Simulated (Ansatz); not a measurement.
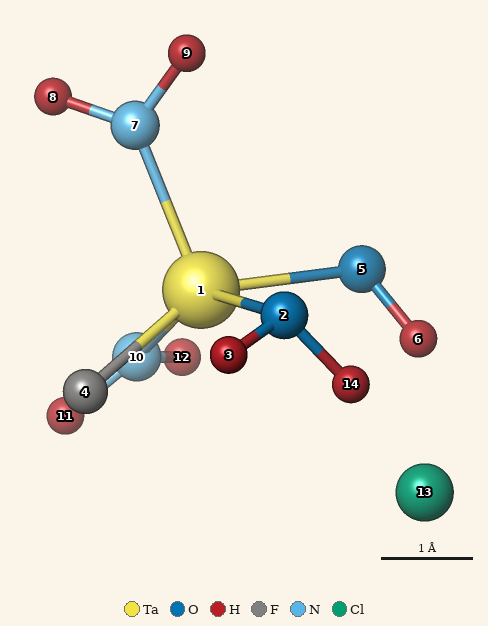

The structure as given in the input (ball-and-stick view, seen at a tilt; atoms are numbered from 1 in the order of the input). Sticks mark near contacts. Bond lengths as drawn: F–Ta 1.93 Å, H–N 1.02 to 1.03 Å, H–O 0.98 to 1.09 Å, N–Ta 1.97 to 1.98 Å and O–Ta 1.88 to 2.20 Å.

# TaN2H7ClO2F: molecular dynamics (part 1 of 5)

TaN2H7ClO2F, computed with RKS PBE/def2-SVP (Ansatz 0.2.0).

It belongs to a series of runs on one base structure; here: dynamics from the highest image of the converged band. Figures and captions count atoms from 1; the log counts them from 0 in places.

What the program printed
```
Engine: ansatz 0.2.0, x86_64-unknown-linux-gnu
Functional definition: PBE
  parameter kappa = 0.804
  parameter beta = 0.06672455060314922
  exchange = pbe_x(kappa = kappa, mu = beta*pi^2/3)
  correlation = pbe_c(beta = beta)
1683 factors; their error is unknown
mean field evaluation 1: about -23934.2877 eV, gradient 1.2e2 eV
mean field evaluation 2: about -23708.1008 eV, gradient 3.2e2 eV
mean field evaluation 4: about -23957.8909 eV, gradient 3.8e1 eV
mean field evaluation 8: about -23960.4593 eV, gradient 1.1e0 eV
mean field evaluation 16: about -23960.3832 eV, gradient 1.5e-2 eV
mean field -23960.38322858 eV, -880.5278427192 hartree, gradient 2.9e-5 eV, S^2 0.000000; 0 other end points of the search recorded, 0 dependent functions left out
the calculation of the forces begins
reference -23960.38329745 eV, -880.5278452501 hartree; 38, 38 occupied and 117, 117 virtual orbitals, 1683 factors
md step     0: t =     0.00 fs  T =   300.0 K  F+E_penalty+E_count = -23960.38322858 eV  E_kin = 0.465336 eV  conserved = -23959.91789258 eV  (34 SCF iters)
these checks for a lower state are left out or cut short: starts, cluster_reference, orbital_swaps, neighbouring_geometries, increment
1683 factors; their error is unknown
mean field -23960.36750938 eV, -880.5272650494 hartree, gradient 1.9e-5 eV, S^2 0.000000; 0 other end points of the search recorded, 0 dependent functions left out
the calculation of the forces begins
reference -23960.36757820 eV, -880.5272675786 hartree; 38, 38 occupied and 117, 117 virtual orbitals, 1683 factors
md step     1: t =     0.50 fs  T =   290.2 K  F+E_penalty+E_count = -23960.36750938 eV  E_kin = 0.450118 eV  conserved = -23959.91739112 eV  (33 SCF iters)
[... from here on the SCF iterations and repeated set-up lines of each step are left out, up to the last step ...]
md step     2: t =     1.00 fs  T =   263.9 K  F+E_penalty+E_count = -23960.32582296 eV  E_kin = 0.409397 eV  conserved = -23959.91642616 eV  (34 SCF iters)
md step     3: t =     1.50 fs  T =   230.5 K  F+E_penalty+E_count = -23960.27284832 eV  E_kin = 0.357457 eV  conserved = -23959.91539148 eV  (34 SCF iters)
md step     4: t =     2.00 fs  T =   200.0 K  F+E_penalty+E_count = -23960.22473319 eV  E_kin = 0.310152 eV  conserved = -23959.91458120 eV  (34 SCF iters)
md step     5: t =     2.50 fs  T =   180.6 K  F+E_penalty+E_count = -23960.19431006 eV  E_kin = 0.280145 eV  conserved = -23959.91416511 eV  (34 SCF iters)
md step     6: t =     3.00 fs  T =   176.7 K  F+E_penalty+E_count = -23960.18822252 eV  E_kin = 0.274013 eV  conserved = -23959.91420959 eV  (34 SCF iters)
md step     7: t =     3.50 fs  T =   187.6 K  F+E_penalty+E_count = -23960.20575774 eV  E_kin = 0.291059 eV  conserved = -23959.91469917 eV  (34 SCF iters)
md step     8: t =     4.00 fs  T =   208.6 K  F+E_penalty+E_count = -23960.23911298 eV  E_kin = 0.323576 eV  conserved = -23959.91553706 eV  (34 SCF iters)
md step     9: t =     4.50 fs  T =   231.2 K  F+E_penalty+E_count = -23960.27507463 eV  E_kin = 0.358546 eV  conserved = -23959.91652838 eV  (34 SCF iters)
md step    10: t =     5.00 fs  T =   245.6 K  F+E_penalty+E_count = -23960.29830122 eV  E_kin = 0.380933 eV  conserved = -23959.91736793 eV  (33 SCF iters)
md step    11: t =     5.50 fs  T =   244.1 K  F+E_penalty+E_count = -23960.29626066 eV  E_kin = 0.378580 eV  conserved = -23959.91768096 eV  (35 SCF iters)
md step    12: t =     6.00 fs  T =   224.2 K  F+E_penalty+E_count = -23960.26500151 eV  E_kin = 0.347824 eV  conserved = -23959.91717706 eV  (34 SCF iters)
md step    13: t =     6.50 fs  T =   191.7 K  F+E_penalty+E_count = -23960.21326565 eV  E_kin = 0.297351 eV  conserved = -23959.91591429 eV  (34 SCF iters)
md step    14: t =     7.00 fs  T =   159.0 K  F+E_penalty+E_count = -23960.16107589 eV  E_kin = 0.246599 eV  conserved = -23959.91447657 eV  (34 SCF iters)
md step    15: t =     7.50 fs  T =   139.8 K  F+E_penalty+E_count = -23960.13059529 eV  E_kin = 0.216863 eV  conserved = -23959.91373205 eV  (35 SCF iters)
md step    16: t =     8.00 fs  T =   141.2 K  F+E_penalty+E_count = -23960.13321124 eV  E_kin = 0.219042 eV  conserved = -23959.91416878 eV  (34 SCF iters)
md step    17: t =     8.50 fs  T =   159.2 K  F+E_penalty+E_count = -23960.16239729 eV  E_kin = 0.246940 eV  conserved = -23959.91545727 eV  (34 SCF iters)
md step    18: t =     9.00 fs  T =   181.6 K  F+E_penalty+E_count = -23960.19846647 eV  E_kin = 0.281698 eV  conserved = -23959.91676831 eV  (35 SCF iters)
md step    19: t =     9.50 fs  T =   195.6 K  F+E_penalty+E_count = -23960.22081128 eV  E_kin = 0.303363 eV  conserved = -23959.91744833 eV  (35 SCF iters)
md step    20: t =    10.00 fs  T =   193.8 K  F+E_penalty+E_count = -23960.21800881 eV  E_kin = 0.300666 eV  conserved = -23959.91734310 eV  (35 SCF iters)
md step    21: t =    10.50 fs  T =   176.7 K  F+E_penalty+E_count = -23960.19069749 eV  E_kin = 0.274025 eV  conserved = -23959.91667206 eV  (35 SCF iters)
md step    22: t =    11.00 fs  T =   150.1 K  F+E_penalty+E_count = -23960.14860903 eV  E_kin = 0.232833 eV  conserved = -23959.91577571 eV  (35 SCF iters)
md step    23: t =    11.50 fs  T =   122.8 K  F+E_penalty+E_count = -23960.10539063 eV  E_kin = 0.190435 eV  conserved = -23959.91495556 eV  (35 SCF iters)
md step    24: t =    12.00 fs  T =   102.7 K  F+E_penalty+E_count = -23960.07378892 eV  E_kin = 0.159370 eV  conserved = -23959.91441893 eV  (35 SCF iters)
md step    25: t =    12.50 fs  T =    95.4 K  F+E_penalty+E_count = -23960.06221562 eV  E_kin = 0.147937 eV  conserved = -23959.91427903 eV  (34 SCF iters)
md step    26: t =    13.00 fs  T =   102.0 K  F+E_penalty+E_count = -23960.07283580 eV  E_kin = 0.158271 eV  conserved = -23959.91456517 eV  (35 SCF iters)
md step    27: t =    13.50 fs  T =   119.8 K  F+E_penalty+E_count = -23960.10108586 eV  E_kin = 0.185862 eV  conserved = -23959.91522412 eV  (34 SCF iters)
md step    28: t =    14.00 fs  T =   142.2 K  F+E_penalty+E_count = -23960.13661736 eV  E_kin = 0.220511 eV  conserved = -23959.91610612 eV  (34 SCF iters)
md step    29: t =    14.50 fs  T =   160.5 K  F+E_penalty+E_count = -23960.16583932 eV  E_kin = 0.248890 eV  conserved = -23959.91694895 eV  (36 SCF iters)
md step    30: t =    15.00 fs  T =   166.8 K  F+E_penalty+E_count = -23960.17619836 eV  E_kin = 0.258801 eV  conserved = -23959.91739771 eV  (35 SCF iters)
md step    31: t =    15.50 fs  T =   157.7 K  F+E_penalty+E_count = -23960.16169441 eV  E_kin = 0.244567 eV  conserved = -23959.91712777 eV  (34 SCF iters)
md step    32: t =    16.00 fs  T =   136.3 K  F+E_penalty+E_count = -23960.12757401 eV  E_kin = 0.211477 eV  conserved = -23959.91609742 eV  (35 SCF iters)
md step    33: t =    16.50 fs  T =   113.2 K  F+E_penalty+E_count = -23960.09043506 eV  E_kin = 0.175661 eV  conserved = -23959.91477387 eV  (35 SCF iters)
md step    34: t =    17.00 fs  T =   101.1 K  F+E_penalty+E_count = -23960.07078272 eV  E_kin = 0.156798 eV  conserved = -23959.91398426 eV  (34 SCF iters)
md step    35: t =    17.50 fs  T =   107.3 K  F+E_penalty+E_count = -23960.08068763 eV  E_kin = 0.166400 eV  conserved = -23959.91428775 eV  (34 SCF iters)
md step    36: t =    18.00 fs  T =   129.1 K  F+E_penalty+E_count = -23960.11564884 eV  E_kin = 0.200195 eV  conserved = -23959.91545360 eV  (33 SCF iters)
md step    37: t =    18.50 fs  T =   155.5 K  F+E_penalty+E_count = -23960.15792074 eV  E_kin = 0.241234 eV  conserved = -23959.91668720 eV  (33 SCF iters)
md step    38: t =    19.00 fs  T =   174.6 K  F+E_penalty+E_count = -23960.18816848 eV  E_kin = 0.270847 eV  conserved = -23959.91732100 eV  (35 SCF iters)
md step    39: t =    19.50 fs  T =   179.5 K  F+E_penalty+E_count = -23960.19568909 eV  E_kin = 0.278487 eV  conserved = -23959.91720258 eV  (35 SCF iters)
md step    40: t =    20.00 fs  T =   170.6 K  F+E_penalty+E_count = -23960.18125631 eV  E_kin = 0.264680 eV  conserved = -23959.91657598 eV  (36 SCF iters)
md step    41: t =    20.50 fs  T =   153.5 K  F+E_penalty+E_count = -23960.15384136 eV  E_kin = 0.238055 eV  conserved = -23959.91578652 eV  (35 SCF iters)
md step    42: t =    21.00 fs  T =   135.6 K  F+E_penalty+E_count = -23960.12540304 eV  E_kin = 0.210305 eV  conserved = -23959.91509815 eV  (34 SCF iters)
md step    43: t =    21.50 fs  T =   123.8 K  F+E_penalty+E_count = -23960.10663204 eV  E_kin = 0.191971 eV  conserved = -23959.91466089 eV  (34 SCF iters)
md step    44: t =    22.00 fs  T =   122.4 K  F+E_penalty+E_count = -23960.10436880 eV  E_kin = 0.189822 eV  conserved = -23959.91454645 eV  (34 SCF iters)
md step    45: t =    22.50 fs  T =   132.5 K  F+E_penalty+E_count = -23960.12032138 eV  E_kin = 0.205544 eV  conserved = -23959.91477710 eV  (35 SCF iters)
md step    46: t =    23.00 fs  T =   151.7 K  F+E_penalty+E_count = -23960.15069314 eV  E_kin = 0.235367 eV  conserved = -23959.91532609 eV  (34 SCF iters)
md step    47: t =    23.50 fs  T =   174.5 K  F+E_penalty+E_count = -23960.18671445 eV  E_kin = 0.270621 eV  conserved = -23959.91609322 eV  (34 SCF iters)
md step    48: t =    24.00 fs  T =   193.1 K  F+E_penalty+E_count = -23960.21641635 eV  E_kin = 0.299544 eV  conserved = -23959.91687276 eV  (34 SCF iters)
md step    49: t =    24.50 fs  T =   200.3 K  F+E_penalty+E_count = -23960.22804084 eV  E_kin = 0.310689 eV  conserved = -23959.91735163 eV  (35 SCF iters)
md step    50: t =    25.00 fs  T =   192.0 K  F+E_penalty+E_count = -23960.21494957 eV  E_kin = 0.297749 eV  conserved = -23959.91720017 eV  (34 SCF iters)
md step    51: t =    25.50 fs  T =   170.3 K  F+E_penalty+E_count = -23960.18046221 eV  E_kin = 0.264165 eV  conserved = -23959.91629768 eV  (35 SCF iters)
md step    52: t =    26.00 fs  T =   144.6 K  F+E_penalty+E_count = -23960.13920354 eV  E_kin = 0.224220 eV  conserved = -23959.91498391 eV  (34 SCF iters)
md step    53: t =    26.50 fs  T =   127.3 K  F+E_penalty+E_count = -23960.11153975 eV  E_kin = 0.197521 eV  conserved = -23959.91401857 eV  (35 SCF iters)
md step    54: t =    27.00 fs  T =   127.7 K  F+E_penalty+E_count = -23960.11214518 eV  E_kin = 0.198080 eV  conserved = -23959.91406522 eV  (34 SCF iters)
md step    55: t =    27.50 fs  T =   145.2 K  F+E_penalty+E_count = -23960.14030416 eV  E_kin = 0.225192 eV  conserved = -23959.91511238 eV  (34 SCF iters)
md step    56: t =    28.00 fs  T =   169.9 K  F+E_penalty+E_count = -23960.18008500 eV  E_kin = 0.263598 eV  conserved = -23959.91648684 eV  (34 SCF iters)
md step    57: t =    28.50 fs  T =   188.8 K  F+E_penalty+E_count = -23960.21023245 eV  E_kin = 0.292811 eV  conserved = -23959.91742110 eV  (35 SCF iters)
md step    58: t =    29.00 fs  T =   192.3 K  F+E_penalty+E_count = -23960.21576296 eV  E_kin = 0.298219 eV  conserved = -23959.91754418 eV  (35 SCF iters)
md step    59: t =    29.50 fs  T =   178.6 K  F+E_penalty+E_count = -23960.19395926 eV  E_kin = 0.277011 eV  conserved = -23959.91694863 eV  (35 SCF iters)
md step    60: t =    30.00 fs  T =   153.0 K  F+E_penalty+E_count = -23960.15336895 eV  E_kin = 0.237384 eV  conserved = -23959.91598445 eV  (34 SCF iters)
md step    61: t =    30.50 fs  T =   124.8 K  F+E_penalty+E_count = -23960.10860914 eV  E_kin = 0.193572 eV  conserved = -23959.91503722 eV  (34 SCF iters)
md step    62: t =    31.00 fs  T =   103.1 K  F+E_penalty+E_count = -23960.07436611 eV  E_kin = 0.159973 eV  conserved = -23959.91439272 eV  (34 SCF iters)
md step    63: t =    31.50 fs  T =    94.5 K  F+E_penalty+E_count = -23960.06078773 eV  E_kin = 0.146596 eV  conserved = -23959.91419173 eV  (35 SCF iters)
md step    64: t =    32.00 fs  T =   101.0 K  F+E_penalty+E_count = -23960.07110177 eV  E_kin = 0.156658 eV  conserved = -23959.91444402 eV  (34 SCF iters)
md step    65: t =    32.50 fs  T =   120.1 K  F+E_penalty+E_count = -23960.10133423 eV  E_kin = 0.186264 eV  conserved = -23959.91506999 eV  (35 SCF iters)
md step    66: t =    33.00 fs  T =   145.5 K  F+E_penalty+E_count = -23960.14156037 eV  E_kin = 0.225630 eV  conserved = -23959.91593035 eV  (35 SCF iters)
md step    67: t =    33.50 fs  T =   168.5 K  F+E_penalty+E_count = -23960.17824394 eV  E_kin = 0.261422 eV  conserved = -23959.91682244 eV  (34 SCF iters)
md step    68: t =    34.00 fs  T =   180.6 K  F+E_penalty+E_count = -23960.19763621 eV  E_kin = 0.280170 eV  conserved = -23959.91746635 eV  (35 SCF iters)
md step    69: t =    34.50 fs  T =   175.8 K  F+E_penalty+E_count = -23960.19029130 eV  E_kin = 0.272748 eV  conserved = -23959.91754299 eV  (35 SCF iters)
md step    70: t =    35.00 fs  T =   154.1 K  F+E_penalty+E_count = -23960.15591304 eV  E_kin = 0.239061 eV  conserved = -23959.91685185 eV  (34 SCF iters)
md step    71: t =    35.50 fs  T =   122.8 K  F+E_penalty+E_count = -23960.10604629 eV  E_kin = 0.190493 eV  conserved = -23959.91555353 eV  (35 SCF iters)
md step    72: t =    36.00 fs  T =    94.7 K  F+E_penalty+E_count = -23960.06115329 eV  E_kin = 0.146885 eV  conserved = -23959.91426869 eV  (34 SCF iters)
md step    73: t =    36.50 fs  T =    82.0 K  F+E_penalty+E_count = -23960.04102705 eV  E_kin = 0.127265 eV  conserved = -23959.91376212 eV  (34 SCF iters)
md step    74: t =    37.00 fs  T =    89.7 K  F+E_penalty+E_count = -23960.05342478 eV  E_kin = 0.139075 eV  conserved = -23959.91434969 eV  (34 SCF iters)
md step    75: t =    37.50 fs  T =   112.0 K  F+E_penalty+E_count = -23960.08941732 eV  E_kin = 0.173790 eV  conserved = -23959.91562714 eV  (35 SCF iters)
md step    76: t =    38.00 fs  T =   137.0 K  F+E_penalty+E_count = -23960.12927606 eV  E_kin = 0.212445 eV  conserved = -23959.91683144 eV  (35 SCF iters)
md step    77: t =    38.50 fs  T =   152.4 K  F+E_penalty+E_count = -23960.15385629 eV  E_kin = 0.236448 eV  conserved = -23959.91740809 eV  (33 SCF iters)
md step    78: t =    39.00 fs  T =   152.2 K  F+E_penalty+E_count = -23960.15327024 eV  E_kin = 0.236017 eV  conserved = -23959.91725305 eV  (33 SCF iters)
md step    79: t =    39.50 fs  T =   136.9 K  F+E_penalty+E_count = -23960.12897195 eV  E_kin = 0.212387 eV  conserved = -23959.91658498 eV  (33 SCF iters)
md step    80: t =    40.00 fs  T =   112.9 K  F+E_penalty+E_count = -23960.09076083 eV  E_kin = 0.175046 eV  conserved = -23959.91571480 eV  (33 SCF iters)
md step    81: t =    40.50 fs  T =    88.4 K  F+E_penalty+E_count = -23960.05202951 eV  E_kin = 0.137123 eV  conserved = -23959.91490626 eV  (35 SCF iters)
md step    82: t =    41.00 fs  T =    71.6 K  F+E_penalty+E_count = -23960.02548311 eV  E_kin = 0.111135 eV  conserved = -23959.91434792 eV  (34 SCF iters)
md step    83: t =    41.50 fs  T =    68.2 K  F+E_penalty+E_count = -23960.01995792 eV  E_kin = 0.105787 eV  conserved = -23959.91417058 eV  (34 SCF iters)
md step    84: t =    42.00 fs  T =    79.8 K  F+E_penalty+E_count = -23960.03823521 eV  E_kin = 0.123789 eV  conserved = -23959.91444603 eV  (33 SCF iters)
md step    85: t =    42.50 fs  T =   103.7 K  F+E_penalty+E_count = -23960.07592961 eV  E_kin = 0.160777 eV  conserved = -23959.91515218 eV  (34 SCF iters)
md step    86: t =    43.00 fs  T =   132.7 K  F+E_penalty+E_count = -23960.12198030 eV  E_kin = 0.205851 eV  conserved = -23959.91612892 eV  (33 SCF iters)
md step    87: t =    43.50 fs  T =   157.5 K  F+E_penalty+E_count = -23960.16133821 eV  E_kin = 0.244267 eV  conserved = -23959.91707141 eV  (34 SCF iters)
md step    88: t =    44.00 fs  T =   169.1 K  F+E_penalty+E_count = -23960.17984837 eV  E_kin = 0.262256 eV  conserved = -23959.91759207 eV  (34 SCF iters)
md step    89: t =    44.50 fs  T =   163.0 K  F+E_penalty+E_count = -23960.17025032 eV  E_kin = 0.252882 eV  conserved = -23959.91736831 eV  (34 SCF iters)
md step    90: t =    45.00 fs  T =   142.2 K  F+E_penalty+E_count = -23960.13691531 eV  E_kin = 0.220553 eV  conserved = -23959.91636261 eV  (35 SCF iters)
md step    91: t =    45.50 fs  T =   116.7 K  F+E_penalty+E_count = -23960.09599684 eV  E_kin = 0.181000 eV  conserved = -23959.91499720 eV  (34 SCF iters)
md step    92: t =    46.00 fs  T =    99.7 K  F+E_penalty+E_count = -23960.06867941 eV  E_kin = 0.154644 eV  conserved = -23959.91403581 eV  (35 SCF iters)
md step    93: t =    46.50 fs  T =   100.3 K  F+E_penalty+E_count = -23960.06966198 eV  E_kin = 0.155585 eV  conserved = -23959.91407650 eV  (34 SCF iters)
md step    94: t =    47.00 fs  T =   118.2 K  F+E_penalty+E_count = -23960.09835234 eV  E_kin = 0.183296 eV  conserved = -23959.91505636 eV  (35 SCF iters)
md step    95: t =    47.50 fs  T =   144.1 K  F+E_penalty+E_count = -23960.13977133 eV  E_kin = 0.223455 eV  conserved = -23959.91631640 eV  (35 SCF iters)
md step    96: t =    48.00 fs  T =   165.7 K  F+E_penalty+E_count = -23960.17424715 eV  E_kin = 0.257091 eV  conserved = -23959.91715634 eV  (35 SCF iters)
md step    97: t =    48.50 fs  T =   174.6 K  F+E_penalty+E_count = -23960.18803454 eV  E_kin = 0.270754 eV  conserved = -23959.91728020 eV  (35 SCF iters)
md step    98: t =    49.00 fs  T =   168.5 K  F+E_penalty+E_count = -23960.17822498 eV  E_kin = 0.261413 eV  conserved = -23959.91681210 eV  (35 SCF iters)
md step    99: t =    49.50 fs  T =   151.7 K  F+E_penalty+E_count = -23960.15130814 eV  E_kin = 0.235246 eV  conserved = -23959.91606220 eV  (35 SCF iters)
md step   100: t =    50.00 fs  T =   131.1 K  F+E_penalty+E_count = -23960.11860444 eV  E_kin = 0.203285 eV  conserved = -23959.91531895 eV  (35 SCF iters)
md step   101: t =    50.50 fs  T =   114.1 K  F+E_penalty+E_count = -23960.09172831 eV  E_kin = 0.176961 eV  conserved = -23959.91476735 eV  (34 SCF iters)
md step   102: t =    51.00 fs  T =   106.4 K  F+E_penalty+E_count = -23960.07948865 eV  E_kin = 0.164988 eV  conserved = -23959.91450036 eV  (35 SCF iters)
md step   103: t =    51.50 fs  T =   110.7 K  F+E_penalty+E_count = -23960.08621496 eV  E_kin = 0.171656 eV  conserved = -23959.91455849 eV  (34 SCF iters)
md step   104: t =    52.00 fs  T =   126.4 K  F+E_penalty+E_count = -23960.11100718 eV  E_kin = 0.196057 eV  conserved = -23959.91495039 eV  (35 SCF iters)
md step   105: t =    52.50 fs  T =   149.6 K  F+E_penalty+E_count = -23960.14764833 eV  E_kin = 0.232017 eV  conserved = -23959.91563103 eV  (35 SCF iters)
md step   106: t =    53.00 fs  T =   173.5 K  F+E_penalty+E_count = -23960.18549368 eV  E_kin = 0.269043 eV  conserved = -23959.91645095 eV  (35 SCF iters)
md step   107: t =    53.50 fs  T =   190.1 K  F+E_penalty+E_count = -23960.21201783 eV  E_kin = 0.294889 eV  conserved = -23959.91712838 eV  (35 SCF iters)
md step   108: t =    54.00 fs  T =   193.4 K  F+E_penalty+E_count = -23960.21729177 eV  E_kin = 0.299979 eV  conserved = -23959.91731265 eV  (34 SCF iters)
md step   109: t =    54.50 fs  T =   182.1 K  F+E_penalty+E_count = -23960.19926165 eV  E_kin = 0.282487 eV  conserved = -23959.91677504 eV  (34 SCF iters)
md step   110: t =    55.00 fs  T =   162.0 K  F+E_penalty+E_count = -23960.16688399 eV  E_kin = 0.251227 eV  conserved = -23959.91565712 eV  (35 SCF iters)
md step   111: t =    55.50 fs  T =   143.8 K  F+E_penalty+E_count = -23960.13756674 eV  E_kin = 0.223015 eV  conserved = -23959.91455200 eV  (35 SCF iters)
md step   112: t =    56.00 fs  T =   137.9 K  F+E_penalty+E_count = -23960.12809583 eV  E_kin = 0.213917 eV  conserved = -23959.91417860 eV  (34 SCF iters)
md step   113: t =    56.50 fs  T =   147.8 K  F+E_penalty+E_count = -23960.14404788 eV  E_kin = 0.229248 eV  conserved = -23959.91479984 eV  (35 SCF iters)
md step   114: t =    57.00 fs  T =   167.6 K  F+E_penalty+E_count = -23960.17599284 eV  E_kin = 0.260015 eV  conserved = -23959.91597787 eV  (35 SCF iters)
md step   115: t =    57.50 fs  T =   186.3 K  F+E_penalty+E_count = -23960.20587807 eV  E_kin = 0.288912 eV  conserved = -23959.91696629 eV  (35 SCF iters)
md step   116: t =    58.00 fs  T =   193.9 K  F+E_penalty+E_count = -23960.21810368 eV  E_kin = 0.300822 eV  conserved = -23959.91728205 eV  (35 SCF iters)
md step   117: t =    58.50 fs  T =   187.1 K  F+E_penalty+E_count = -23960.20704954 eV  E_kin = 0.290137 eV  conserved = -23959.91691222 eV  (36 SCF iters)
md step   118: t =    59.00 fs  T =   168.6 K  F+E_penalty+E_count = -23960.17770616 eV  E_kin = 0.261560 eV  conserved = -23959.91614646 eV  (35 SCF iters)
```
